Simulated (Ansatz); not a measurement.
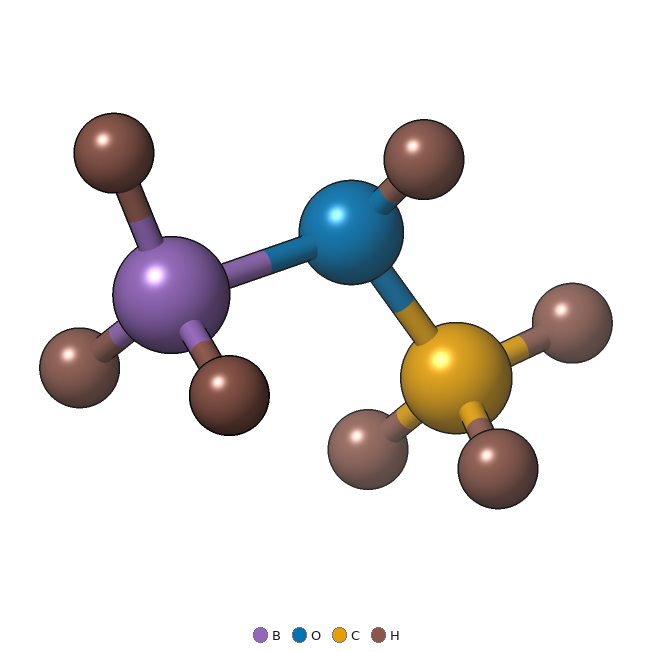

Rendered structure (ball-and-stick style).

The computed structure is the end point of a PBE0-D4/def2-TZVP optimisation.

What does the picture show?

Formula CH7BO. As SMILES it reads `[BH3-][OH+]C`. It has no ring. Among its groups: B–H bond. This geometry has C1 symmetry. Coordination: 1 B tetrahedral; 1 O trigonal pyramidal; 1 C tetrahedral.

More results for the same structure follow; atom numbers are the same in all pictures, views and colours differ.

### Geometry

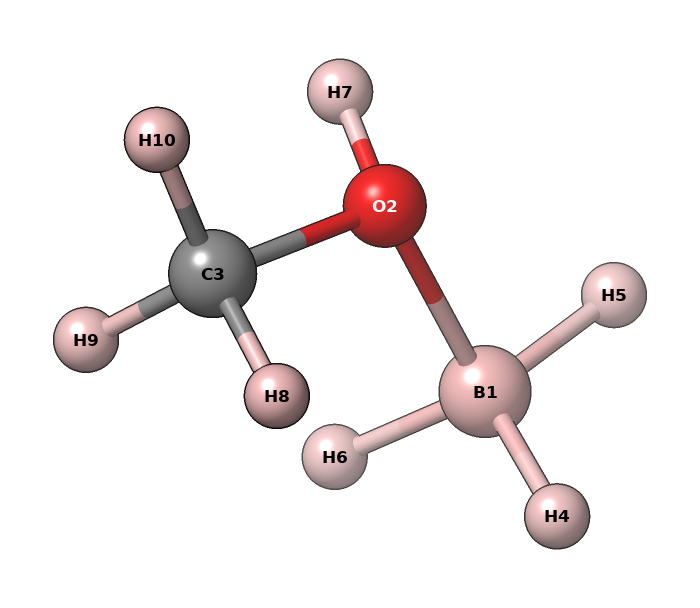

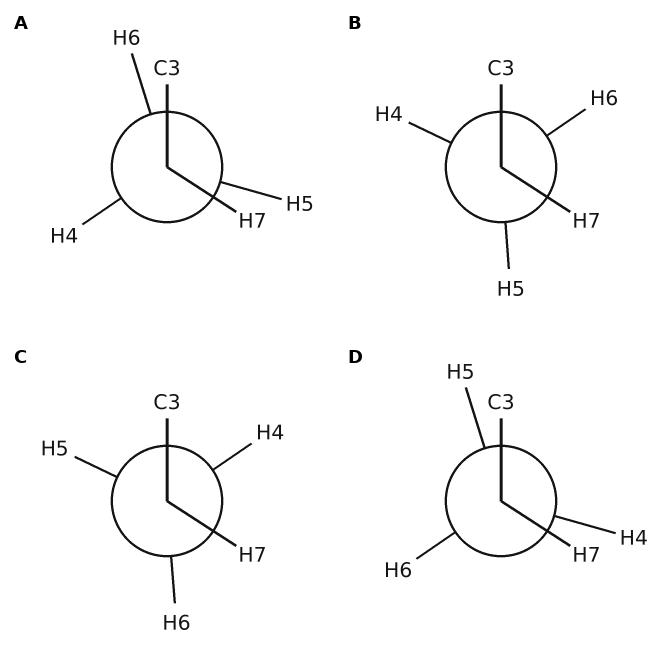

Atoms fade into the background with distance from the viewer. Bonds that would overlap in a projection are set slightly apart.

> Which Newman projection shows the view along O2–B1, with O2 in front?

B. The torsion angle C3–O2–B1–H4 is −64°, synclinal (gauche).

### Vibrations

Harmonic vibrations computed with RKS PBE0-D4/def2-TZVP (Ansatz 0.2.0) at a stationary point of the same level.

> List the wavenumbers.

24 modes: 142, 201, 289, 552, 634, 908, 951, 1045, 1136, 1168, 1180, 1189, 1199, 1369, 1465, 1480, 1500, 2452, 2524, 2557, 3068, 3156, 3191, 3840 cm⁻¹.

### Charges

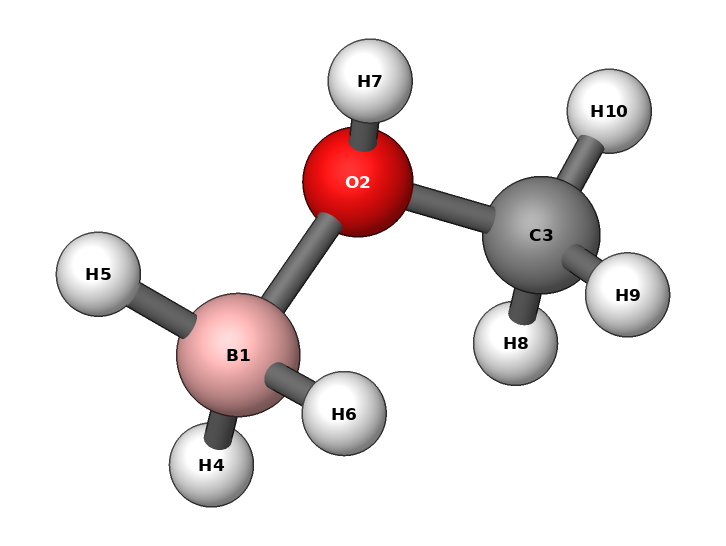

The questions are on Mulliken charges. Method: RKS ωB97M-V/def2-TZVPP (Ansatz 0.2.0).

> Which atom carries the highest charge (most positive or least negative)?

H7 (0.20 e).

> And the lowest?

B1 (−0.46 e).

List the Mulliken charges.

```json
{"atom": "B1", "value (e)": "−0.46"}
{"atom": "O2", "value (e)": "−0.08"}
{"atom": "C3", "value (e)": "−0.19"}
{"atom": "H4", "value (e)": "0.02"}
{"atom": "H5", "value (e)": "0.04"}
{"atom": "H6", "value (e)": "0.03"}
{"atom": "H7", "value (e)": "0.20"}
{"atom": "H8", "value (e)": "0.15"}
{"atom": "H9", "value (e)": "0.15"}
{"atom": "H10", "value (e)": "0.14"}
```

### Levels of theory compared

Program: Ansatz 0.2.0.

Compare dipole (D), vertical IP (eV) at these levels: B3LYP-D4/def2-TZVPP; PBE-D4/def2-TZVPP; r2SCAN-D4/def2-TZVPP; ωB97M-V/def2-TZVPP.

```tsv
level	dipole (D)	vertical IP (eV)
B3LYP-D4/def2-TZVPP	4.73	10.60
PBE-D4/def2-TZVPP	4.69	10.25
r2SCAN-D4/def2-TZVPP	4.74	10.36
ωB97M-V/def2-TZVPP	4.77	10.71
```

Mulliken values depend strongly on the basis set and can even reverse the polarity of a bond.
